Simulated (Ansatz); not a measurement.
SnS2, pressure series

Take SnS$_{2}$ in the CdI2 type structure (space group P-3m1, No. 164; layered, stacked along the Cartesian z axis) as the base.

```
CELL_PARAMETERS angstrom
      3.62607     0.00000     0.00000
     -1.81304     3.14027     0.00000
      0.00000     0.00000     5.57286
ATOMIC_POSITIONS crystal
  Sn 0.00000 0.00000 0.00000
  S  0.33333 0.66667 0.26445
  S  0.66667 0.33333 0.73555
```

Cell and atoms are relaxed at each pressure.

All numbers come from PBEsol-D3(BJ) (Ansatz, a quantum-chemistry and plane-wave program, PAW, no SOC).

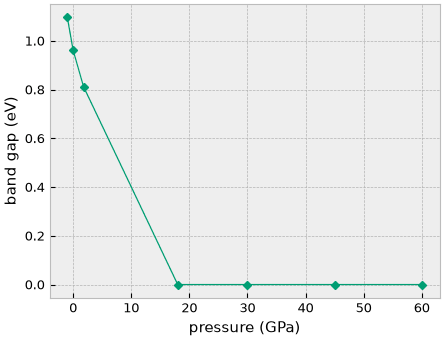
Figure: Band gap against pressure

```tsv
pressure (GPa)	band gap
-1	1.10 eV
1.8	0.81 eV
18	zero
30	zero
45	zero
60	zero
```

The mesh was chosen for an insulator and is coarse for the gapless case. Load acts through the strain it causes; cell and atoms are relaxed under it. Stability against distortions was not tested. Competing high-pressure phases were not computed. All final runs are without spin polarisation. A zero or small gap of SnS2 under pressure 18 GPa and SnS2 under pressure 30 GPa can be the functional's error rather than a property of the material.
